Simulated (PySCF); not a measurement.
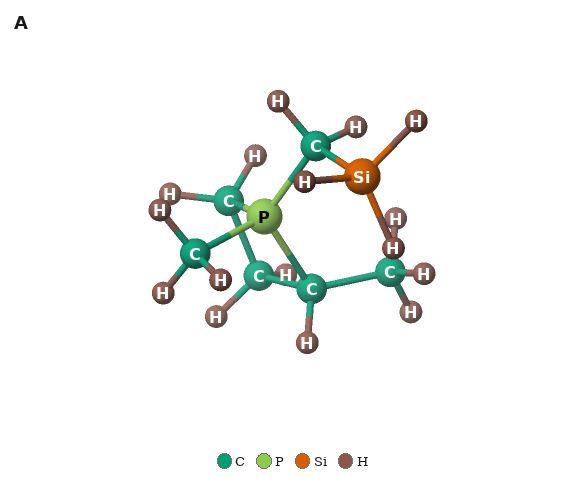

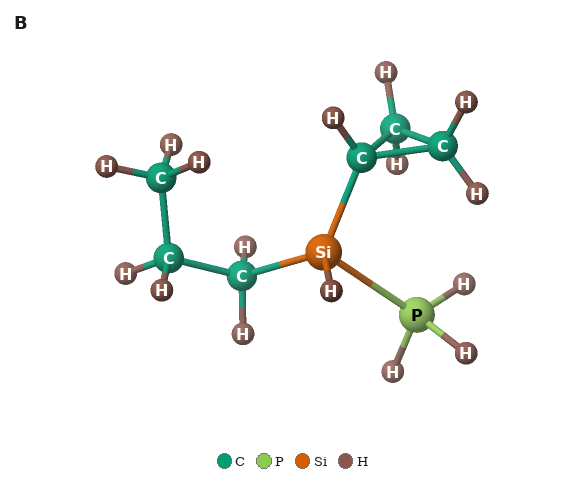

2 stationary structures of one formula. State: charge +1, singlet. Geometries: GFN2-xTB. Electronic energies: PBE0/pcSseg-1 (PySCF 2.14.0), without zero-point energy. No frequency run is at hand to confirm each as a minimum. Each is one conformer, not always the lowest.

Which structure is the most stable?

A is lowest; B lies 113.5 kJ/mol above it. A is `C[C@@H]1CC[P@+]1(C)C[SiH3]`, B is `CCC[Si@@H]([PH3+])C1CC1`.

The geometry is semi-empirical. Around P, Si such bond lengths and angles can be off by a tenth of an ångström or more and by several degrees, and values that hang on the shape move with them.
